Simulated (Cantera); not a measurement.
Feed: 1 mol (CH3)2SiCl2, 0.041 mol C2H2, 4.3 mol H2, 0.0063 mol C2H4, equilibrated at 0.133 bar.

Equilibrium computed with Cantera from the NASA thermochemical tables; the gas is ideal and each condensed phase is pure. Candidate condensed phases: C, C6H6, C7H8, C8H18, Si, SiC; 109 gas species. The feed counts by its element totals alone. The tables' values for SiCl3 are old estimates; treat these amounts as uncertain. The numbers say what is thermodynamically allowed, not how fast it happens.

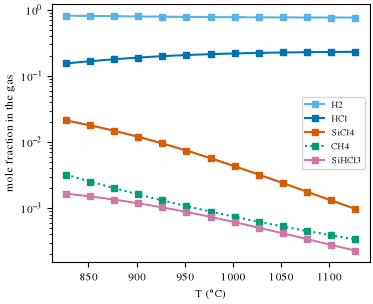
Figure. Equilibrium gas composition (values under 1e-9 drawn at 1e-9)

### Question
Read off the mole fractions at 852 °C.

### Answer
H2 about 0.81, HCl about 0.17, SiCl4 about 0.018, CH4 about 0.0025, SiHCl3 about 0.0015.
